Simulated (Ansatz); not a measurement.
## Fields on a plane of WSi2 (MoSi2 type, space group I4/mmm)

```
WSi2
1.0
   -1.60576     1.60576     3.90206
    1.60576    -1.60576     3.90206
    1.60576     1.60576    -3.90206
W Si
1 2
Direct
  0.00000   0.00000   0.00000
  0.33486   0.33486   0.00000
  0.66514   0.66514   0.00000
```

The slice is a (001) plane (indices of the conventional cell) through the point (0.000, 0.000, 0.000) (fractional), spanned by u = [101] and v = [011] in vectors of this cell: u (3.21 Å) and v (3.21 Å, at 90° to u). It covers one period; positions are fractions (u, v).

Atoms on it: W at (0.00, 0.00).

The numbers are results of r2SCAN (plane waves to 500 eV, PAW, scalar-relativistic; Ansatz, an electronic-structure program), not measurements. k mesh 20×20×20. Near the nuclei the fields are pseudised (PAW); where an atom keeps semicore shells as valence, they peak there. Spin-orbit coupling is left out, though W is heavy. WSi2 is run without spin polarisation. WSi2 was relaxed with its symmetry unable to fall.

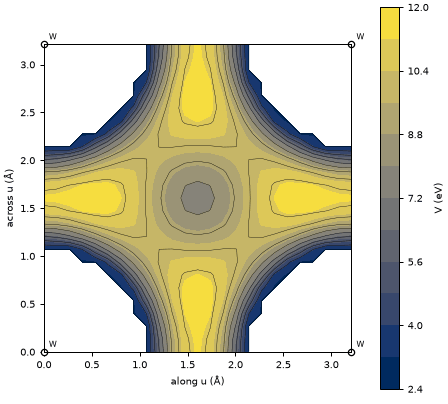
Fig. 1. Electrostatic potential energy of an electron, from the cell's mean, in eV, one period of the plane, atoms marked. Points within 1 Å of a nucleus are left white, as the pseudised field means little there. Values under 3 eV are set to 3. The zero, the cell's mean, hangs on the PAW cores.

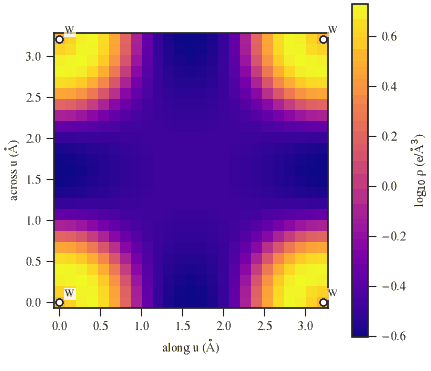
Figure: Log₁₀ of the valence density in e/Å³, one period of the plane, atoms marked. The scale is logarithmic, as a density can span decades between atoms and voids.
